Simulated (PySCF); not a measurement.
System: C₅H₉BO₃.

```yaml
atoms:
  - { symbol: C, position_ang: [-1.1160, 1.8068, -0.6621] }
  - { symbol: B, position_ang: [-0.7080, 0.3280, -0.3423] }
  - { symbol: C, position_ang: [-1.6653, -0.8893, -0.5804] }
  - { symbol: C, position_ang: [0.7295, 0.0658, 0.2751] }
  - { symbol: C, position_ang: [1.5000, -1.1517, -0.0771] }
  - { symbol: O, position_ang: [1.1233, -2.0315, -0.9098] }
  - { symbol: O, position_ang: [2.6303, -1.4675, 0.3983] }
  - { symbol: C, position_ang: [1.0170, 0.5781, 1.6465] }
  - { symbol: O, position_ang: [1.5785, 1.1748, 0.5421] }
  - { symbol: H, position_ang: [-2.1468, 2.0324, -0.3967] }
  - { symbol: H, position_ang: [-1.0477, 1.9548, -1.7410] }
  - { symbol: H, position_ang: [-0.4645, 2.5485, -0.2066] }
  - { symbol: H, position_ang: [-2.6481, -0.6128, -0.9512] }
  - { symbol: H, position_ang: [-1.2179, -1.5800, -1.2942] }
  - { symbol: H, position_ang: [-1.8015, -1.4718, 0.3304] }
  - { symbol: H, position_ang: [2.3121, -2.4298, -0.4679] }
  - { symbol: H, position_ang: [0.2373, 1.1361, 2.1552] }
  - { symbol: H, position_ang: [1.6879, 0.0091, 2.2815] }
```

Geometry: GFN2-xTB; at this geometry the atoms fall into two loosely joined parts.

Level of theory: PySCF 2.14.0, PBE0/pcSseg-1, SCF density, gas phase, non-relativistic.

### What can the converged electron density and electron localisation function tell about the bonding?

C–O (1.27 Å): ρ is about 2.9 e/Å³ halfway; the ELF peaks at about 0.90 between the atoms; a short, strongly polar bond.
C–C (1.48 Å): the density is about 1.8 e/Å³ at the midpoint; the ELF peaks at about 0.95 between the atoms; localised, covalent bonding.
C–B (1.59 Å): ρ is about 1.4 e/Å³ halfway; the ELF peaks at about 1 between the atoms, as expected for a covalent bond.

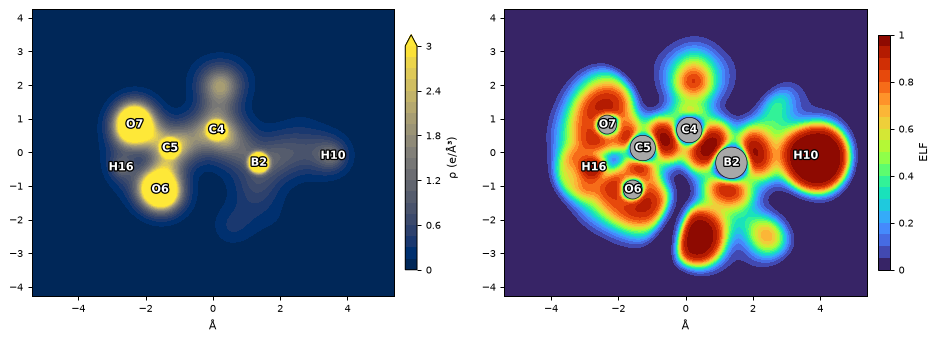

Computed electron density and electron localisation function on the plane of atoms C4, C5 and O7, in this order. Grey discs cover the atomic cores in the ELF map. 
